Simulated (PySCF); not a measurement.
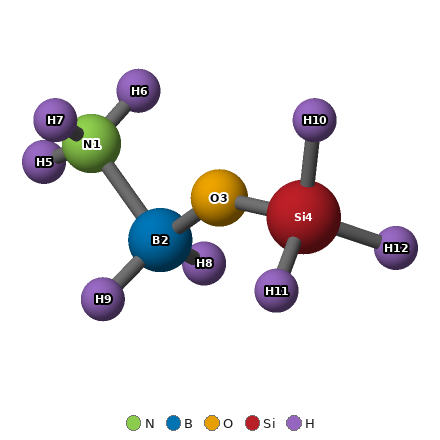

BSiNH₈O, SMILES [NH3+][BH2-]O[SiH3]. Vertical core-electron binding energies by ΔSCF (SCAN, pcX-2 on the ionised atom, pcseg-1 elsewhere, spin-free X2C; PySCF 2.14.0, at a GFN2-xTB geometry (no frequency check)), gas phase, against the vacuum level. One atom of each kind was ionised; within a panel, areas follow the number of like atoms and 2j + 1 (2p levels are split by first-order spin-orbit coupling, an approximation), each panel is scaled alone, Gaussians of 1.0 eV full width. Only the regions named are shown. Lines closer than the width merge in the curve.

**Predict the Si 2p and Si 1s photoelectron lines.**

```tsv
level	atoms	binding energy (eV)
Si 2p1/2	Si4	107.1
Si 2p3/2	Si4	106.5
Si 1s	Si4	1846.4
```

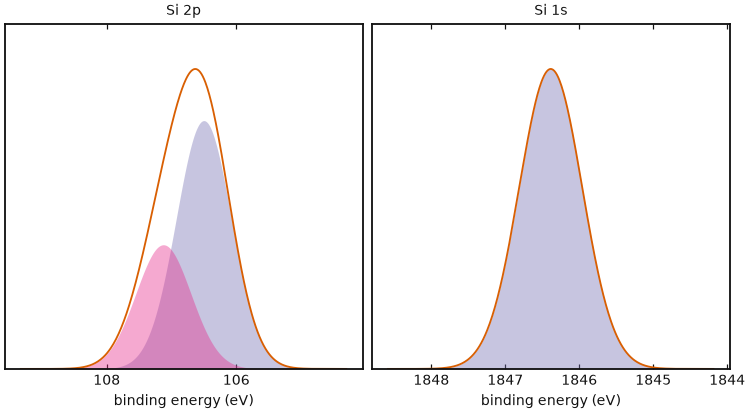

Note: one conformer of a flexible molecule; the tight-binding geometry is rougher than a DFT one and adds to the error.
